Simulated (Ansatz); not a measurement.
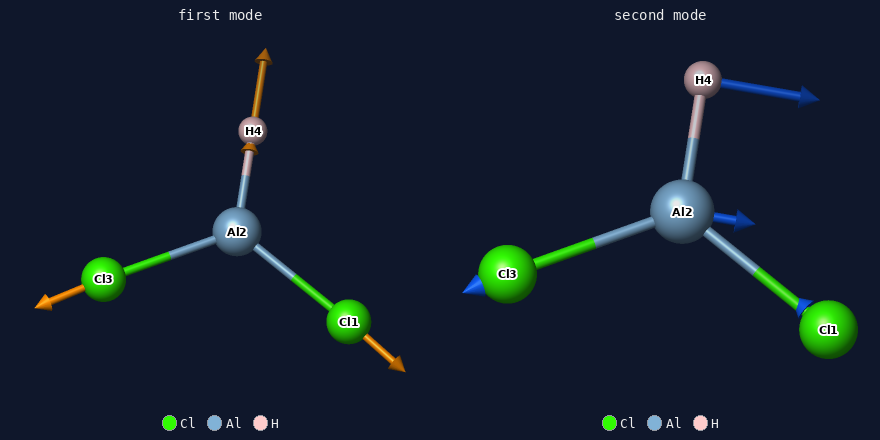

The system is AlCl₂H, SMILES [Cl][AlH][Cl]; the picture shows the reference structure; its two panels give the patterns of the first and the second mode as arrows. Coordinates scanned: (1) normal mode 3 (493 cm⁻¹); (2) normal mode 4 (602 cm⁻¹). Nothing is relaxed (straight displacements along the two mass-weighted modes). The grid has 15 × 15 points; 120 points were computed and 105 follow by symmetry. Points are written as (first, second). Energies are in kcal/mol, from the lowest grid point. All numbers below come from Ansatz, RHF/def2-TZVP.

Its coordinates:

```yaml
atoms:
  - { symbol: Cl, position_ang: [-1.2759, 0.6477, 1.3935] }
  - { symbol: Al, position_ang: [0.1284, 0.0679, -0.0338] }
  - { symbol: Cl, position_ang: [-0.1577, -1.7371, -1.0367] }
  - { symbol: H, position_ang: [1.3607, 0.9612, -0.3433] }
```

Range: normal mode 3 (493 cm⁻¹) from −1.158 to 1.158 amu½·Å; normal mode 4 (602 cm⁻¹) from −0.949 to 0.949 amu½·Å.

What will the energy surface look like?

Answer. The lowest grid point is at (0.000 amu½·Å, 0.000 amu½·Å). It is the only kind of minimum in the scanned range. The highest grid point, (−1.158 amu½·Å, −0.949 amu½·Å), lies 47.3 kcal/mol above the lowest.

```
normal mode 4 (602 cm⁻¹) ↓, normal mode 3 (493 cm⁻¹) →  −1.158  −0.992  −0.827  −0.662  −0.496  −0.331  −0.165  0.000  0.165  0.331  0.496  0.662  0.827  0.992  1.158
                                                 0.949    47.3    39.5    32.9    27.3    22.7    19.1    16.4   14.4   13.1   12.5   12.6   13.1   14.2   15.7   17.7
                                                 0.814    39.0    32.0    26.1    21.2    17.3    14.2    12.0   10.5    9.6    9.4    9.8   10.6   12.0   13.8   15.9
                                                 0.678    32.1    25.8    20.5    16.2    12.8    10.2     8.3    7.2    6.7    6.8    7.5    8.6   10.2   12.2   14.5
                                                 0.542    26.6    20.8    16.0    12.1     9.1     6.9     5.4    4.6    4.4    4.7    5.6    6.9    8.7   10.8   13.4
                                                 0.407    22.3    16.9    12.5     9.0     6.3     4.4     3.1    2.6    2.6    3.1    4.2    5.6    7.6    9.8   12.5
                                                 0.271    19.3    14.2    10.1     6.8     4.3     2.6     1.6    1.1    1.3    2.0    3.1    4.7    6.8    9.1   11.8
                                                 0.136    17.5    12.6     8.6     5.5     3.2     1.5     0.6    0.3    0.5    1.3    2.5    4.2    6.3    8.7   11.5
                                                 0.000    16.9    12.1     8.1     5.1     2.8     1.2     0.3    0.0    0.3    1.1    2.3    4.0    6.1    8.6   11.4
                                                −0.136    17.5    12.6     8.6     5.5     3.2     1.5     0.6    0.3    0.5    1.3    2.5    4.2    6.3    8.7   11.5
                                                −0.271    19.3    14.2    10.1     6.8     4.3     2.6     1.6    1.1    1.3    2.0    3.1    4.7    6.8    9.1   11.8
                                                −0.407    22.3    16.9    12.5     9.0     6.3     4.4     3.1    2.6    2.6    3.1    4.2    5.6    7.6    9.8   12.5
                                                −0.542    26.6    20.8    16.0    12.1     9.1     6.9     5.4    4.6    4.4    4.7    5.6    6.9    8.7   10.8   13.4
                                                −0.678    32.1    25.8    20.5    16.2    12.8    10.2     8.3    7.2    6.7    6.8    7.5    8.6   10.2   12.2   14.5
                                                −0.814    39.0    32.0    26.1    21.2    17.3    14.2    12.0   10.5    9.6    9.4    9.8   10.6   12.0   13.8   15.9
                                                −0.949    47.3    39.5    32.9    27.3    22.7    19.1    16.4   14.4   13.1   12.5   12.6   13.1   14.2   15.7   17.7
```

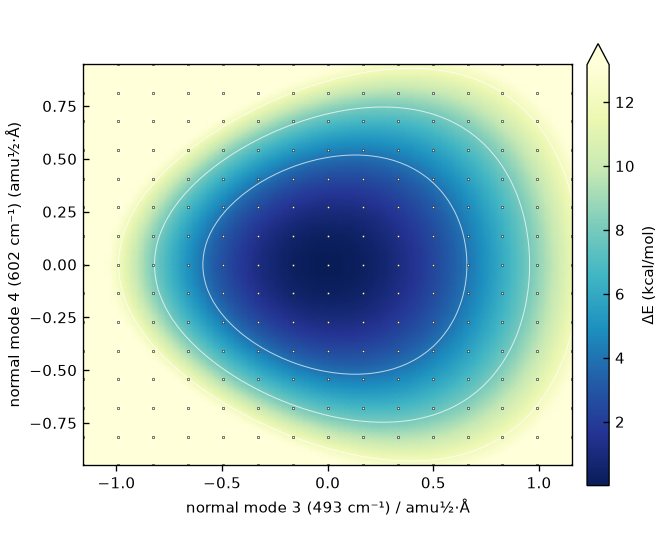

In the figure: a smooth colour map with a few white contour lines, dots at the grid points, one colour for all values above the top of the scale. Between grid points the surface is interpolated.

Each point was launched as `ansatz run input.yaml --threads 1 --pin off --max-ram 2560MiB --backend cpu --events-out ev --progress --plain --runs-dir out`. Time for the 120 points that were run: 3.9 min on 1 thread of Arm Neoverse V2, with other jobs on the host.
